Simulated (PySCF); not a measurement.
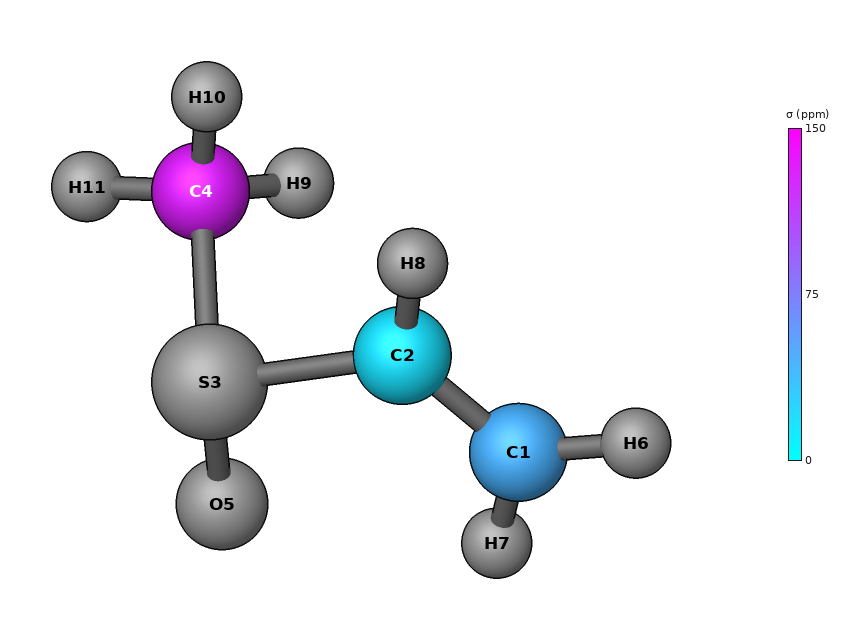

Atoms are coloured by their isotropic NMR shieldings (C only, the others grey). The computed structure is the end point of a PBE0-D3(BJ)/def2-TZVP optimisation. No frequency run is at hand to confirm it as a minimum. Level of theory: GIAO WP04/pcSseg-2 NMR shielding, non-relativistic, IEF-PCM chloroform (PySCF 2.14.0).

List the isotropic NMR shieldings of the C atoms.

```json
{"atom": "C1", "σ (ppm)": "44.6"}
{"atom": "C2", "σ (ppm)": "17.4"}
{"atom": "C4", "σ (ppm)": "130.4"}
```
